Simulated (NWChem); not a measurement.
**InHF (SMILES [F][InH]) at UHF/def2-TZVP (core potential, tol2e 1e-08)**

Aim: the vertical ionisation energy of InHF at UHF/def2-TZVP (core potential, tol2e 1e-08), from 2 runs. 

Program for the calculation: NWChem 7.3.0.

4 further runs of the same task are left out: 3 that didn't finish, 1 set aside as unsound or not needed.

### Step 1. Starting point

InHF has 3 atoms, charge 0, and is taken as a doublet. As SMILES, `[F][InH]`. The coordinates come from a PBE0-D4/def2-TZVP relaxation.

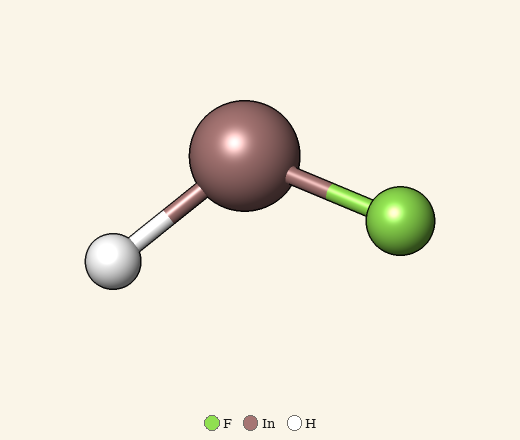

Viewed from a chosen angle; fluorine green, indium brown, hydrogen white.

### Step 2. A single-point energy at UHF/def2-TZVP (core potential, tol2e 1e-08)

mol.nw reads:

```
start mol
title "FHIn hf"
memory 2200 mb

geometry units angstrom noautosym nocenter noautoz
  F      1.088400     0.989500     0.694300
  In    -0.522500     0.355100    -0.244800
  H     -0.576900    -1.409400    -0.462800
end

basis spherical bse
  F library def2-TZVP
  In library def2-TZVP
  H library def2-TZVP
end

ecp bse
  In library def2-TZVP
end

scf
  doublet
  uhf
  thresh 1e-08
  maxiter 80
  tol2e 1e-08
  print low
end

task scf energy
```

The run is started by

```
$ nwchem mol.nw > mol.out
```

The log of the run:

```text
[...]
  functions       =    87
[...]
  wavefunction    = UHF
[...]
         Total SCF energy =   -289.279402979768
      One electron energy =   -592.428201146460
      Two electron energy =    244.606320252401
 Nuclear repulsion energy =     58.542477914291
                       Sz =      0.5000
                 Sz(Sz+1) =      0.7500
                      S^2 =      0.7708
[...]
```

Wall time 30 s (1 thread of AMD EPYC 7R43 (Zen 3), shared host); peak memory 0.1 GiB.

### Step 3. The singlet cation, same level

fhin.nw reads:

```
start fhin
title "FHIn"
memory 2200 mb
charge 1

geometry units angstroms noautosym nocenter noautoz
  F        1.088400       0.989500       0.694300
  In      -0.522500       0.355100      -0.244800
  H       -0.576900      -1.409400      -0.462800
end

basis spherical bse
  * library def2-TZVP
end

ecp bse
  In library def2-TZVP
end

scf
  thresh 1e-08
  maxiter 80
  tol2e 1e-08
  print low
end

task scf
```

The run is started by

```
$ nwchem fhin.nw > fhin.out
```

The log of the run:

```text
[...]
  functions       =    87
[...]
  wavefunction    = RHF
[...]
         Total SCF energy =   -288.967411018559
      One-electron energy =   -583.923697209327
      Two-electron energy =    236.413808276477
 Nuclear repulsion energy =     58.542477914291
        Time for solution =     18.2s
 Task  times  cpu:       18.8s     wall:       18.8s
[...]
```

It took 20 s on 1 thread of AMD EPYC 7R43 (Zen 3), shared host; peak memory 0.1 GiB.

### Step 4. Results

Level: UHF/def2-TZVP (core potential, tol2e 1e-08).

```
                                          quantity          value
                        doublet InHF: total energy  -289.27940 Eh
                                doublet InHF: ⟨S²⟩          0.771
                      singlet cation: total energy  -288.96741 Eh
vertical ionisation energy (to the singlet cation)       8.490 eV
```

Removing an electron at fixed nuclei costs 8.49 eV (196 kcal/mol). Only the singlet of the ionised species was computed; a triplet could lie lower.
